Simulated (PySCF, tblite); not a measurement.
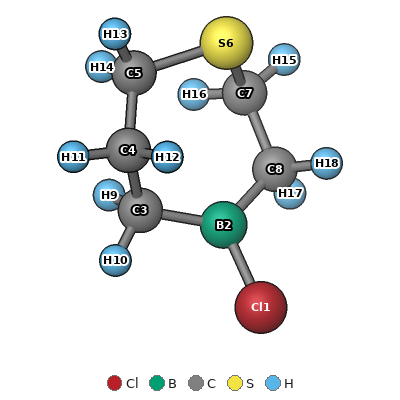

Structure of C₅H₁₀BClS, SMILES ClB1CCCSCC1.

GIAO shifts, PBE0/pcSseg-1 with PySCF, at a GFN2-xTB geometry (a minimum by its frequencies), against TMS for ¹H computed at the same level. Gas phase, fully decoupled, line heights follow the number of nuclei, widths are arbitrary (no quadrupolar broadening); values of one conformer, averaged over nuclei that symmetry, rotation about single bonds or ring flips exchange, these motions taken as fast; other conformers aren't averaged in.

### How many ¹H lines appear, and where?

5 signals.


| δ (ppm) | nuclei | atoms |
| --- | --- | --- |
| 2.71 | 2 | H15, H16 |
| 2.70 | 2 | H13, H14 |
| 1.92 | 2 | H17, H18 |
| 1.83 | 2 | H11, H12 |
| 1.59 | 2 | H9, H10 |

The order of signals that lie close, as those under 0.08 ppm apart, is within the error of the method.

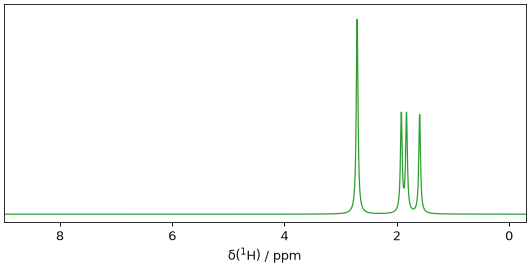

Note: the tight-binding geometry is rougher than a DFT one and adds to the error.
